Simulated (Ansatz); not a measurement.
```json
{"atom": "Br", "x (Å)": "-3.4560", "y (Å)": "1.6130", "z (Å)": "-2.6380"}
{"atom": "Ge", "x (Å)": "-2.1087", "y (Å)": "0.5808", "z (Å)": "0.6937"}
{"atom": "Si", "x (Å)": "-1.8920", "y (Å)": "2.1096", "z (Å)": "-1.1163"}
{"atom": "H", "x (Å)": "-3.5101", "y (Å)": "0.7150", "z (Å)": "1.3119"}
{"atom": "H", "x (Å)": "-1.9152", "y (Å)": "-0.8544", "z (Å)": "0.1772"}
{"atom": "H", "x (Å)": "-1.0496", "y (Å)": "0.8770", "z (Å)": "1.7727"}
{"atom": "H", "x (Å)": "-0.5586", "y (Å)": "2.0024", "z (Å)": "-1.7769"}
{"atom": "H", "x (Å)": "-2.1074", "y (Å)": "3.5201", "z (Å)": "-0.6804"}
```

Geometry: PBE0-D3(BJ)/def2-SVP.

Computed with isolated molecule in a Gaussian basis; Kohn-Sham density functional theory, functional PBE0 in Ansatz.

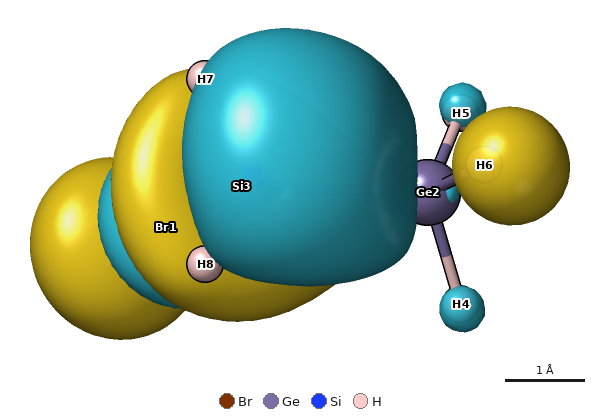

BrGeH5Si (SMILES [GeH3][SiH2]Br). One frontier orbital at ±0.08 Å⁻³ᐟ² (yellow and cyan are the two phases), seen from one side.

### Which orbital is it: HOMO or LUMO?

The LUMO, at −0.82 eV. Its weight (Hirshfeld) is mainly on Si3 (about 40 %), Br1 (about 30 %) and Ge2 (about 15 %).
